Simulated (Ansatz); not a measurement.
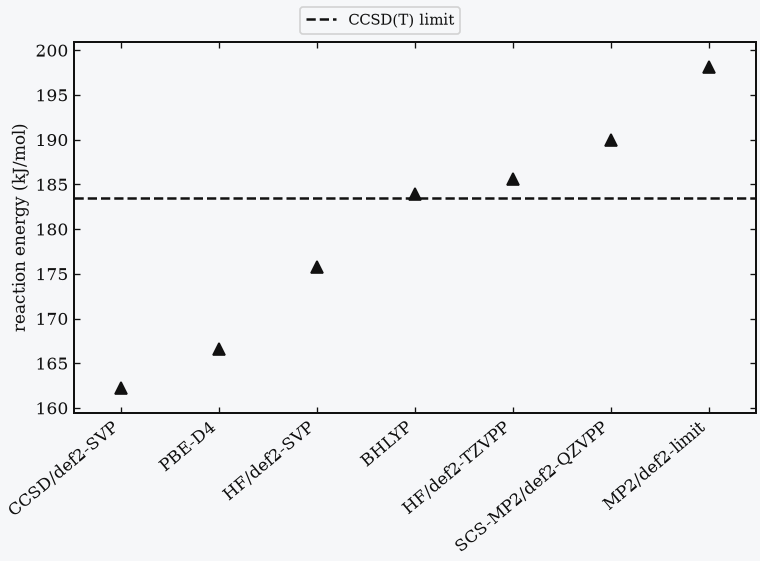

Electronic reaction energy of SiN₂H₆S (N[SiH](N)S) → NH₃ (N) + SiNH₃S (N[Si]S) [singlet] (SMILES in brackets) at several levels (functionals in def2-TZVPP unless a basis is named), isolated molecules at PBE0-D4 triple-zeta geometries, minima by their frequencies, no zero-point or thermal terms, the Ansatz code. The line is frozen-core CCSD(T) at the basis limit (MP2 extrapolated from triple and quadruple zeta, plus CCSD(T) less MP2 in a smaller set). No dispersion term is added to BHLYP. The distance of CCSD/def2-SVP, HF/def2-SVP and SCS-MP2/def2-QZVPP to the limit includes basis error. The limit lies 4.9 kJ/mol from CCSD(T)/def2-TZVPP, so the line itself is uncertain by a part of that.

Which level comes closest to the line (CCSD(T) limit), and which misses most?

Answer. Closest BHLYP (183.9 kJ/mol), against 183.5 kJ/mol; farthest CCSD/def2-SVP (162.3 kJ/mol).

What range do the values span, the line included?

Answer. From 162.3 kJ/mol (CCSD/def2-SVP) to 198.1 kJ/mol (MP2/def2-limit).
